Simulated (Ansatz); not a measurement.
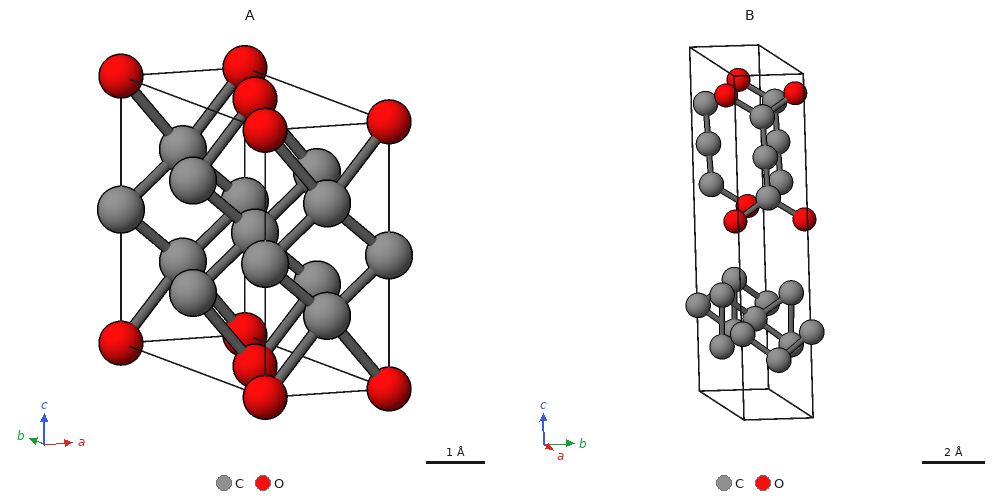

Two structures of C3O, each relaxed to rest (conventional cells in solid outline, small ones repeated, not to one scale). Method: Ansatz 0.2.0, DFT PBE+D3(BJ), scalar-relativistic, plane waves, PAW, without spin polarisation.

> Which structures are these?

A: 8 atoms a cell on a base-centred orthorhombic lattice, Cmmm. B: 16 atoms a cell on a base-centred monoclinic lattice, Cm.

> Which structure is more stable?

B is lower, by 1070 meV/atom at this level of theory (energies at zero smearing). Volumes: A 8.7, B 10.9 Å³/atom.

One or both may be structure types tried for this composition rather than known phases.
